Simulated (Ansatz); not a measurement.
System: F₂H₆OW.

```xyz
10

W     0.0397    0.4795   -0.0385
O     0.1883   -0.1729    2.2571
H    -0.6996   -0.2505    2.6584
H     1.4959   -0.3722   -0.0679
H    -0.3512    1.4292   -1.4077
F    -1.7448    0.1038    0.5011
H    -0.0200   -1.1981   -0.2071
H     0.4864   -0.0845   -1.5628
F     1.2290    1.7239    0.7709
H     0.6741    0.4953    2.7799
```

Core potentials replace the inner electrons of W.

The calculation used RKS PBE-D4/def2-SVP in Ansatz 0.2.0.

What will maps of the electron density and electron localisation function show?

W–F (1.90 Å): ρ is about 0.96 e/Å³ halfway; the ELF peaks at about 0.85 in the valence shell of F, 0.5 Å from its nucleus, and drops to about 0.20 between the two atoms.
W–O (2.39 Å): ρ at the midpoint is about 0.33 e/Å³; the ELF peaks at about 0.90 in the valence shell of O, 0.6 Å from its nucleus, and drops to about 0.10 between the two atoms.
O–H (0.98 Å): ρ at the midpoint is about 3.6 e/Å³; the ELF climbs to about 1 towards the hydrogen, as it does in any bond to H (a covalent bond by its length).

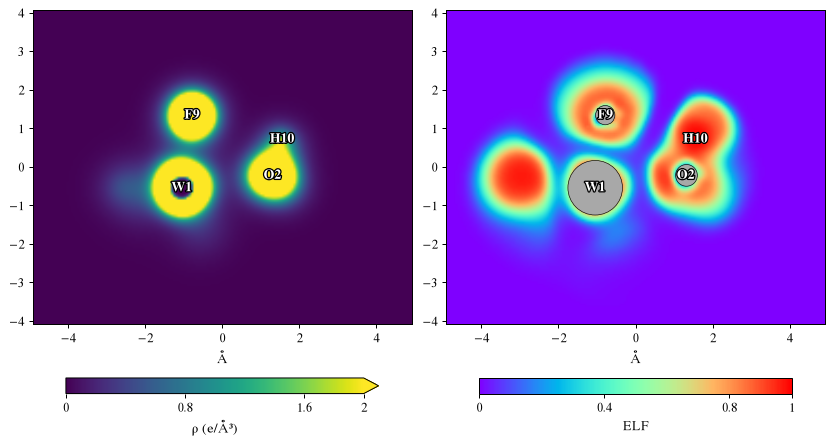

Computed electron density and electron localisation function on the plane of atoms O2, W1 and F9, in this order. Grey discs cover the atomic cores in the ELF map. 
